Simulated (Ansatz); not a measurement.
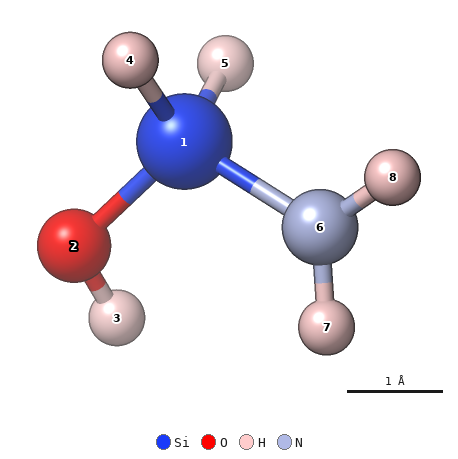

**Figure 1.** The structure as given in the input (ball-and-stick view, seen at a tilt; atoms are numbered from 1 in the order of the input). Bond lengths as drawn: H–N 1.06 Å, H–O 1.01 Å, H–Si 1.46 Å, N–Si 1.82 Å and O–Si 1.68 Å.

# Geometry relaxation of SiNH$_{5}$O

- system: SiNH$_{5}$O
- method: RKS PBE0-D4/def2-SVP (Ansatz 0.2.0)

It belongs to a series of runs on one base structure; here: start relaxed. Figures and captions count atoms from 1; the log counts them from 0 in places.

The program's output
```
The last accepted step is kept in [file] (removed where the run ends without a failure and the disk answers)
Engine: ansatz 0.2.0, aarch64-unknown-linux-gnu
Functional definition: PBE0
  parameter a = 0.25
  parameter kappa = 0.804
  parameter beta = 0.06672455060314922
  exchange = (1 - a)*pbe_x(kappa = kappa, mu = beta*pi^2/3) + a*exact_x
  correlation = pbe_c(beta = beta)
745 factors; integrals over basis functions are off by at most 5.6e-4 eV
mean field evaluation 1: about -11477.5408 eV, gradient 6.2e1 eV
mean field evaluation 2: about -11469.2358 eV, gradient 8.8e1 eV
mean field evaluation 4: about -11484.6743 eV, gradient 3.1e0 eV
mean field evaluation 8: about -11484.6980 eV, gradient 7.8e-2 eV
mean field -11484.69796837 eV, -422.0548657297 hartree, gradient 5.9e-5 eV, S^2 0.000000; 0 other end points of the search recorded, 0 dependent functions left out
the calculation of the forces begins
reference -11484.69799247 eV, -422.0548666152 hartree; 17, 17 occupied and 54, 54 virtual orbitals, 745 factors
relax step   1: F+E_penalty+E_count = -11484.79213061 eV  Δ(F+E_penalty+E_count) = +0.000e0 eV  max|allowed force component| = 2.203e0 eV/Å  Δτ_max = 0.0000 Å  (23 SCF iters, accepted)
these checks for a lower state are left out or cut short: starts, cluster_reference, orbital_swaps, neighbouring_geometries, increment
745 factors; integrals over basis functions are off by at most 5.9e-4 eV
mean field evaluation 16: about -11484.8791 eV, gradient 6.3e0 eV
mean field -11484.99516074 eV, -422.0657873479 hartree, gradient 1.9e-5 eV, S^2 0.000000; 0 other end points of the search recorded, 0 dependent functions left out
[... from here on the field's lines of each further geometry are left out, up to the last ...]
relax step   2: F+E_penalty+E_count = -11485.09002754 eV  Δ(F+E_penalty+E_count) = -2.979e-1 eV  max|allowed force component| = 1.192e0 eV/Å  Δτ_max = 0.0694 Å  (26 SCF iters, accepted)
relax step   3: F+E_penalty+E_count = -11485.15893715 eV  Δ(F+E_penalty+E_count) = -6.891e-2 eV  max|allowed force component| = 2.298e-1 eV/Å  Δτ_max = 0.0459 Å  (23 SCF iters, accepted)
relax step   4: F+E_penalty+E_count = -11485.20184371 eV  Δ(F+E_penalty+E_count) = -4.291e-2 eV  max|allowed force component| = 6.011e-1 eV/Å  Δτ_max = 0.2000 Å  (26 SCF iters, accepted)
relax step   5: F+E_penalty+E_count = -11485.18560137 eV  Δ(F+E_penalty+E_count) = +1.624e-2 eV  max|allowed force component| = 1.848e0 eV/Å  Δτ_max = 0.1974 Å  (27 SCF iters, rejected (line search))
relax step   6: F+E_penalty+E_count = -11485.22968062 eV  Δ(F+E_penalty+E_count) = -2.784e-2 eV  max|allowed force component| = 4.466e-1 eV/Å  Δτ_max = 0.0986 Å  (26 SCF iters, accepted)
relax step   7: F+E_penalty+E_count = -11485.25816824 eV  Δ(F+E_penalty+E_count) = -2.849e-2 eV  max|allowed force component| = 3.617e-1 eV/Å  Δτ_max = 0.0987 Å  (26 SCF iters, accepted)
relax step   8: F+E_penalty+E_count = -11485.29613532 eV  Δ(F+E_penalty+E_count) = -3.797e-2 eV  max|allowed force component| = 3.252e-1 eV/Å  Δτ_max = 0.1499 Å  (26 SCF iters, accepted)
relax step   9: F+E_penalty+E_count = -11485.32704514 eV  Δ(F+E_penalty+E_count) = -3.091e-2 eV  max|allowed force component| = 1.711e-1 eV/Å  Δτ_max = 0.2000 Å  (26 SCF iters, accepted)
relax step  10: F+E_penalty+E_count = -11485.32223102 eV  Δ(F+E_penalty+E_count) = +4.814e-3 eV  max|allowed force component| = 9.166e-1 eV/Å  Δτ_max = 0.1437 Å  (26 SCF iters, rejected (line search))
relax step  11: F+E_penalty+E_count = -11485.33385408 eV  Δ(F+E_penalty+E_count) = -6.809e-3 eV  max|allowed force component| = 7.680e-2 eV/Å  Δτ_max = 0.0704 Å  (23 SCF iters, accepted)
relax step  12: F+E_penalty+E_count = -11485.33567393 eV  Δ(F+E_penalty+E_count) = -1.820e-3 eV  max|allowed force component| = 9.823e-2 eV/Å  Δτ_max = 0.1000 Å  (26 SCF iters, accepted)
relax step  13: F+E_penalty+E_count = -11485.33613587 eV  Δ(F+E_penalty+E_count) = -4.619e-4 eV  max|allowed force component| = 1.134e-1 eV/Å  Δτ_max = 0.0500 Å  (23 SCF iters, accepted)
relax step  14: F+E_penalty+E_count = -11485.33483291 eV  Δ(F+E_penalty+E_count) = +1.303e-3 eV  max|allowed force component| = 2.912e-1 eV/Å  Δτ_max = 0.0225 Å  (24 SCF iters, rejected (line search))
relax step  15: F+E_penalty+E_count = -11485.33724230 eV  Δ(F+E_penalty+E_count) = -1.106e-3 eV  max|allowed force component| = 1.515e-2 eV/Å  Δτ_max = 0.0109 Å  (23 SCF iters, accepted)
relax step  16: F+E_penalty+E_count = -11485.33735580 eV  Δ(F+E_penalty+E_count) = -1.135e-4 eV  max|allowed force component| = 4.587e-2 eV/Å  Δτ_max = 0.0233 Å  (23 SCF iters, accepted)
relax step  17: F+E_penalty+E_count = -11485.33743977 eV  Δ(F+E_penalty+E_count) = -8.397e-5 eV  max|allowed force component| = 4.342e-2 eV/Å  Δτ_max = 0.0074 Å  (22 SCF iters, accepted)
relax step  18: F+E_penalty+E_count = -11485.33750905 eV  Δ(F+E_penalty+E_count) = -6.928e-5 eV  max|allowed force component| = 1.058e-1 eV/Å  Δτ_max = 0.0385 Å  (23 SCF iters, accepted)
relax step  19: F+E_penalty+E_count = -11485.33769228 eV  Δ(F+E_penalty+E_count) = -1.832e-4 eV  max|allowed force component| = 6.379e-2 eV/Å  Δτ_max = 0.0051 Å  (21 SCF iters, accepted)
relax step  20: F+E_penalty+E_count = -11485.33799465 eV  Δ(F+E_penalty+E_count) = -3.024e-4 eV  max|allowed force component| = 5.465e-2 eV/Å  Δτ_max = 0.0236 Å  (24 SCF iters, accepted)
relax step  21: F+E_penalty+E_count = -11485.27404699 eV  Δ(F+E_penalty+E_count) = +6.395e-2 eV  max|allowed force component| = 2.129e0 eV/Å  Δτ_max = 0.1959 Å  (27 SCF iters, rejected (line search))
relax step  22: F+E_penalty+E_count = -11485.33780608 eV  Δ(F+E_penalty+E_count) = +1.886e-4 eV  max|allowed force component| = 1.182e-1 eV/Å  Δτ_max = 0.0660 Å  (24 SCF iters, rejected (line search))
relax step  23: F+E_penalty+E_count = -11485.33858886 eV  Δ(F+E_penalty+E_count) = -5.942e-4 eV  max|allowed force component| = 3.716e-2 eV/Å  Δτ_max = 0.0322 Å  (23 SCF iters, accepted)
relax step  24: F+E_penalty+E_count = -11485.33347273 eV  Δ(F+E_penalty+E_count) = +5.116e-3 eV  max|allowed force component| = 6.960e-1 eV/Å  Δτ_max = 0.0975 Å  (27 SCF iters, rejected (line search))
relax step  25: F+E_penalty+E_count = -11485.33962989 eV  Δ(F+E_penalty+E_count) = -1.041e-3 eV  max|allowed force component| = 2.567e-2 eV/Å  Δτ_max = 0.0488 Å  (23 SCF iters, accepted)
relax step  26: F+E_penalty+E_count = -11485.34017377 eV  Δ(F+E_penalty+E_count) = -5.439e-4 eV  max|allowed force component| = 1.807e-1 eV/Å  Δτ_max = 0.0488 Å  (23 SCF iters, accepted)
relax step  27: F+E_penalty+E_count = -11485.34041117 eV  Δ(F+E_penalty+E_count) = -2.374e-4 eV  max|allowed force component| = 2.398e-1 eV/Å  Δτ_max = 0.0430 Å  (23 SCF iters, accepted)
relax step  28: F+E_penalty+E_count = -11485.34135883 eV  Δ(F+E_penalty+E_count) = -9.477e-4 eV  max|allowed force component| = 5.138e-2 eV/Å  Δτ_max = 0.0073 Å  (24 SCF iters, accepted)
the calculation of the forces begins
reference -11485.24696717 eV, -422.0750410634 hartree; 17, 17 occupied and 54, 54 virtual orbitals, 745 factors
relax step  29: F+E_penalty+E_count = -11485.34154361 eV  Δ(F+E_penalty+E_count) = -1.848e-4 eV  max|allowed force component| = 7.472e-3 eV/Å  Δτ_max = 0.0197 Å  (24 SCF iters, accepted)
745 factors; integrals over basis functions are off by at most 6.9e-4 eV
mean field evaluation 192: about -11485.2469 eV, gradient 2.7e-3 eV
```

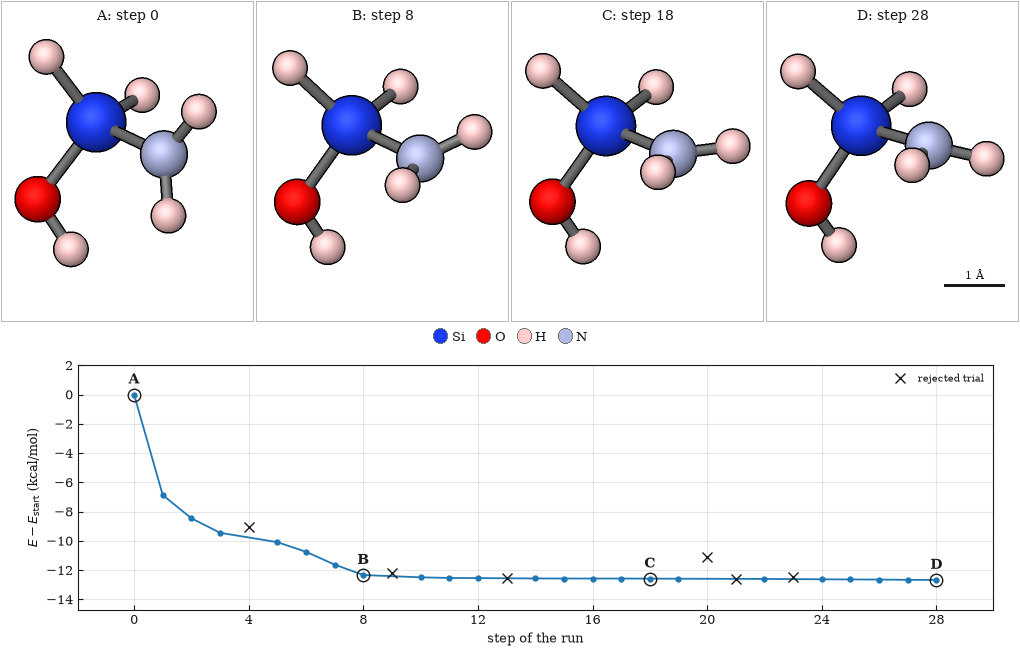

**Figure 2.** Frames of the relaxation (ball-and-stick view, seen at a tilt) above the curves, on which the letters mark them (the first geometry is step 0 here and step 1 in the log).

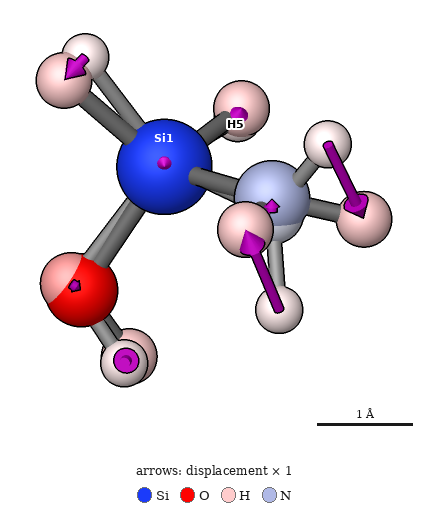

**Figure 3.** Start (faint) and end (solid) with the displacements as pink arrows, at true length (ball-and-stick view, seen at a tilt). The two geometries are laid on each other by the best rigid fit. H7 moves most after the best rigid fit: 1.15 Å. Largest moves by element: H 1.15 Å, N 0.15 Å, O 0.13 Å, Si 0.11 Å. Distances before and after: Si1–N6 1.819 → 1.719 Å, O2–H3 1.010 → 0.961 Å, N6–H7 1.060 → 1.013 Å, Si1–H5 1.459 → 1.495 Å. Among the angles that change: H7–N6–H8 120.0° → 111.8°, O2–Si1–N6 109.5° → 116.6°, Si1–O2–H3 109.5° → 116.3°. The energy falls by 12.7 kcal/mol in 28 geometry steps. The largest force component goes from 2.2 to 0.0075 eV/Å. The line search rejected the trial steps at points 4, 9, 13, 20, 21, 23 (counted from 0) and went back. (Atoms are counted from 1 in the order of the input.)

```
mean field -11485.24694383 eV, -422.0750402058 hartree, gradient 3.8e-5 eV, S^2 0.000000; 1 other end points of the search recorded, 0 dependent functions left out
the calculation of the forces begins
reference -11485.24696717 eV, -422.0750410634 hartree; 17, 17 occupied and 54, 54 virtual orbitals, 745 factors
Total energy: -11485.34156695 eV, -422.0785175413 hartree
Atom 0 at     0.003772    -0.121719     0.023558 Å, force     0.007472    -0.004519     0.006389 eV/Å
Atom 1 at    -0.169081     0.017320     1.679365 Å, force     0.002806     0.001429    -0.004101 eV/Å
Atom 2 at    -1.064063     0.149319     2.004997 Å, force    -0.001299     0.000355    -0.000838 eV/Å
Atom 3 at     1.475688    -0.228823    -0.149117 Å, force    -0.005889     0.000719     0.002365 eV/Å
Atom 4 at    -0.574018     1.073651    -0.664258 Å, force    -0.000321     0.004453    -0.001444 eV/Å
Atom 5 at    -0.764542    -1.467479    -0.721099 Å, force    -0.003255    -0.005104    -0.000549 eV/Å
Atom 6 at    -0.495149    -2.424691    -0.527761 Å, force     0.002650     0.003408    -0.002286 eV/Å
Atom 7 at    -1.704307    -1.408480    -1.092386 Å, force    -0.002163    -0.000741     0.000464 eV/Å
Dipole moment:    -0.469122    -0.215260    -0.058432 e Å
```

Trajectory as extended XYZ (Å, eV, eV/Å), 13 of the 29 frames kept, from step=1 to step=29
```
8
Properties=species:S:1:pos:R:3:forces:R:3 step=1 energy=-11484.79213
Si    0.0000    0.0000    0.0000   -1.2833  -2.2027  -0.1971
O     0.0000    0.0000    1.6800   -1.9609  -0.8292   0.2090
H    -0.9095   -0.2814    2.0171    1.9335   0.6984  -0.5163
H     1.3768    0.0000   -0.4862    0.5928   0.0828  -0.0573
H    -0.6877    1.1914   -0.4862   -0.2630   0.6603  -0.2416
N    -0.8572   -1.4851   -0.6061    0.3679   0.5801   0.4129
H    -1.3922   -2.1014    0.0704    0.9482   0.8979  -1.6753
H    -0.8219   -1.7344   -1.6357   -0.3352   0.1124   2.0656
8
Properties=species:S:1:pos:R:3:forces:R:3 step=3 energy=-11485.15894
Si   -0.0299   -0.0574   -0.0205    0.1301   0.2298   0.1817
O    -0.0240   -0.1028    1.6511   -0.1453  -0.1031  -0.2039
H    -0.9108   -0.1796    2.0192    0.0877   0.0919   0.1210
H     1.3973    0.0020   -0.4561   -0.0106  -0.0051   0.0466
H    -0.6998    1.1988   -0.4952    0.0217   0.0124  -0.0222
N    -0.8483   -1.4488   -0.5952   -0.0044   0.0214  -0.0589
H    -1.2927   -2.1133    0.0189    0.0033  -0.1512   0.0391
H    -0.8835   -1.7097   -1.5689   -0.0825  -0.0961  -0.1034
8
Properties=species:S:1:pos:R:3:forces:R:3 step=6 energy=-11485.22968
Si   -0.0331   -0.0744   -0.0101    0.1003   0.0266   0.0031
O    -0.0593   -0.1269    1.6548   -0.0746  -0.0200  -0.0214
H    -0.9287   -0.0301    2.0570    0.0608   0.0039  -0.0208
H     1.4182   -0.0398   -0.3717   -0.0330  -0.0009   0.0775
H    -0.6682    1.1789   -0.5329    0.0135  -0.0192  -0.0595
N    -0.9031   -1.4316   -0.6118   -0.2765  -0.4466   0.2347
H    -1.0450   -2.2674   -0.0390    0.2182   0.3718  -0.2620
H    -1.0724   -1.6196   -1.5931   -0.0087   0.0844   0.0483
8
Properties=species:S:1:pos:R:3:forces:R:3 step=8 energy=-11485.29614
Si   -0.0292   -0.0849    0.0021    0.0848   0.0728   0.0195
O    -0.0741   -0.0548    1.6676   -0.0967  -0.0223  -0.0434
H    -0.9576   -0.0358    2.0505    0.0414  -0.0031  -0.0164
H     1.4374   -0.0936   -0.2880   -0.0357  -0.0214   0.0177
H    -0.6372    1.1305   -0.6275    0.0169  -0.0270  -0.0471
N    -0.9478   -1.4256   -0.5731   -0.0567  -0.3252   0.1339
H    -0.8317   -2.3430   -0.1381    0.0273   0.2825  -0.2476
H    -1.2516   -1.5036   -1.5402    0.0188   0.0436   0.1834
8
Properties=species:S:1:pos:R:3:forces:R:3 step=10 energy=-11485.32223 accepted=F
Si   -0.0105   -0.0963    0.0370    0.0859  -0.1800  -0.9166
O    -0.1138    0.0582    1.6647    0.0116   0.0671   0.7795
H    -1.0026   -0.0211    2.0160   -0.1510   0.0057   0.1323
H     1.4573   -0.1571   -0.1950    0.0647  -0.0120  -0.0218
H    -0.5958    1.0597   -0.7064   -0.0423   0.0375  -0.0200
N    -0.8954   -1.4579   -0.5454    0.0880   0.1375   0.1570
H    -0.6281   -2.4165   -0.3715    0.0636  -0.0966   0.0368
H    -1.5027   -1.3798   -1.3461   -0.1206   0.0408  -0.1472
8
Properties=species:S:1:pos:R:3:forces:R:3 step=13 energy=-11485.33614
Si   -0.0073   -0.1021    0.0227    0.0754  -0.0547   0.1034
O    -0.1217    0.0553    1.6789   -0.0381  -0.0094   0.0051
H    -1.0187    0.0242    2.0272    0.0250   0.0058  -0.0023
H     1.4660   -0.1834   -0.1865   -0.0223   0.0318  -0.0194
H    -0.6014    1.0663   -0.6925   -0.0071   0.0164  -0.0614
N    -0.8649   -1.4644   -0.5789    0.0787  -0.0061   0.0961
H    -0.5920   -2.4237   -0.4054    0.0018   0.0127  -0.0156
H    -1.5517   -1.3830   -1.3123   -0.1134   0.0035  -0.1059
8
Properties=species:S:1:pos:R:3:forces:R:3 step=15 energy=-11485.33724
Si   -0.0053   -0.1050    0.0279    0.0051  -0.0055   0.0152
O    -0.1225    0.0560    1.6831   -0.0078  -0.0045  -0.0077
H    -1.0198    0.0250    2.0295    0.0097   0.0015   0.0027
H     1.4666   -0.1779   -0.1891   -0.0077   0.0041   0.0044
H    -0.5981    1.0591   -0.7000    0.0004   0.0058  -0.0137
N    -0.8700   -1.4646   -0.5720    0.0068  -0.0038   0.0043
H    -0.5897   -2.4243   -0.4131   -0.0022   0.0011  -0.0067
H    -1.5529   -1.3792   -1.3130   -0.0042   0.0014   0.0016
8
Properties=species:S:1:pos:R:3:forces:R:3 step=17 energy=-11485.33744
Si   -0.0036   -0.1076    0.0292   -0.0078   0.0038   0.0162
O    -0.1257    0.0578    1.6842   -0.0181  -0.0032  -0.0102
H    -1.0238    0.0389    2.0298    0.0177   0.0006  -0.0023
H     1.4683   -0.1829   -0.1805   -0.0008   0.0014  -0.0016
H    -0.5970    1.0557   -0.7006    0.0059   0.0033  -0.0021
N    -0.8583   -1.4674   -0.5825   -0.0314  -0.0035  -0.0413
H    -0.5767   -2.4282   -0.4343   -0.0048   0.0037  -0.0022
H    -1.5748   -1.3773   -1.2921    0.0393  -0.0061   0.0434
8
Properties=species:S:1:pos:R:3:forces:R:3 step=20 energy=-11485.33799
Si    0.0000   -0.1093    0.0280    0.0133  -0.0179   0.0103
O    -0.1350    0.0549    1.6823   -0.0038   0.0052   0.0043
H    -1.0341    0.0556    2.0245    0.0036   0.0009   0.0003
H     1.4729   -0.1878   -0.1698   -0.0066  -0.0011   0.0002
H    -0.5897    1.0578   -0.6977   -0.0051   0.0031  -0.0043
N    -0.8302   -1.4702   -0.6115   -0.0463   0.0183  -0.0546
H    -0.5619   -2.4334   -0.4566    0.0015   0.0055   0.0028
H    -1.6137   -1.3785   -1.2459    0.0433  -0.0139   0.0409
8
Properties=species:S:1:pos:R:3:forces:R:3 step=22 energy=-11485.33781 accepted=F
Si    0.0026   -0.1150    0.0316    0.0334   0.0486  -0.1182
O    -0.1383    0.0518    1.6869   -0.0593  -0.0508  -0.0470
H    -1.0438    0.0782    2.0099   -0.0165   0.0162   0.0623
H     1.4750   -0.1989   -0.1567    0.0013  -0.0089  -0.0016
H    -0.5891    1.0562   -0.6883    0.0118   0.0074   0.0264
N    -0.7983   -1.4673   -0.6630    0.1067  -0.0183   0.1121
H    -0.5468   -2.4290   -0.4735   -0.0032  -0.0177  -0.0098
H    -1.6531   -1.3869   -1.1937   -0.0744   0.0235  -0.0241
8
Properties=species:S:1:pos:R:3:forces:R:3 step=24 energy=-11485.33347 accepted=F
Si    0.0096   -0.1138    0.0247    0.0249   0.0123  -0.0261
O    -0.1520    0.0385    1.6804   -0.0801  -0.0161  -0.0106
H    -1.0578    0.0901    2.0025    0.0442   0.0104   0.0135
H     1.4828   -0.2014   -0.1503    0.0005  -0.0012  -0.0048
H    -0.5798    1.0645   -0.6844    0.0105  -0.0026   0.0142
N    -0.7678   -1.4675   -0.6941   -0.6960  -0.0130  -0.3234
H    -0.5360   -2.4314   -0.4834    0.0266   0.0444   0.0028
H    -1.6907   -1.3898   -1.1421    0.6695  -0.0343   0.3346
8
Properties=species:S:1:pos:R:3:forces:R:3 step=27 energy=-11485.34041
Si    0.0037   -0.1200    0.0244    0.0088  -0.0045  -0.2398
O    -0.1671    0.0184    1.6723   -0.0037   0.0167   0.2179
H    -1.0605    0.1341    2.0063   -0.0294   0.0062   0.0093
H     1.4752   -0.2221   -0.1469    0.0146  -0.0057  -0.0078
H    -0.5735    1.0735   -0.6706    0.0052  -0.0130   0.0138
N    -0.7655   -1.4669   -0.7190    0.0482   0.0109   0.0327
H    -0.5041   -2.4235   -0.5132    0.0004  -0.0099  -0.0082
H    -1.7000   -1.4044   -1.1000   -0.0440  -0.0007  -0.0179
8
Properties=species:S:1:pos:R:3:forces:R:3 step=29 energy=-11485.34154
Si    0.0038   -0.1217    0.0236    0.0075  -0.0045   0.0064
O    -0.1691    0.0173    1.6794    0.0028   0.0014  -0.0041
H    -1.0641    0.1493    2.0050   -0.0013   0.0004  -0.0008
H     1.4757   -0.2288   -0.1491   -0.0059   0.0007   0.0024
H    -0.5740    1.0737   -0.6643   -0.0003   0.0045  -0.0014
N    -0.7645   -1.4675   -0.7211   -0.0033  -0.0051  -0.0005
H    -0.4951   -2.4247   -0.5278    0.0027   0.0034  -0.0023
H    -1.7043   -1.4085   -1.0924   -0.0022  -0.0007   0.0005
```

The run was set up as follows.

Input
```yaml
crystal:
  periodic: [false, false, false]
  atoms:
    - { symbol: Si, position_ang: [0.0, 0.0, 0.0] }
    - { symbol: O, position_ang: [0.0, 0.0, 1.68] }
    - { symbol: H, position_ang: [-0.9095, -0.2814, 2.0171] }
    - { symbol: H, position_ang: [1.3768, 0.0, -0.4862] }
    - { symbol: H, position_ang: [-0.6877, 1.1914, -0.4862] }
    - { symbol: "N", position_ang: [-0.8572, -1.4851, -0.6061] }
    - { symbol: H, position_ang: [-1.3922, -2.1014, 0.0704] }
    - { symbol: H, position_ang: [-0.8219, -1.7344, -1.6357] }
basis:
  gaussian: { orbitals: def2-SVP }
hamiltonian:
  xc: pbe0
  dispersion: d4
relax:
  f_tol: 0.02
  max_steps: 40
```

Launch command:
```bash
ansatz run input.yaml --threads 1 --pin off --max-ram 2048MiB --backend cpu --events-out ev --progress --plain --runs-dir out
```

Key numbers

| quantity | value |
| --- | --- |
| outcome | converged |
| total energy | −11485.3416 eV |
| mean-field energy | −11485.2470 eV |
| largest force (length of the vector) at the end | 0.011 eV/Å |
| hardware | 1 thread of Arm Neoverse V2, 24 GiB of memory available, shared host |
| wall time | 49 s |
| peak memory | 0.14 GiB |
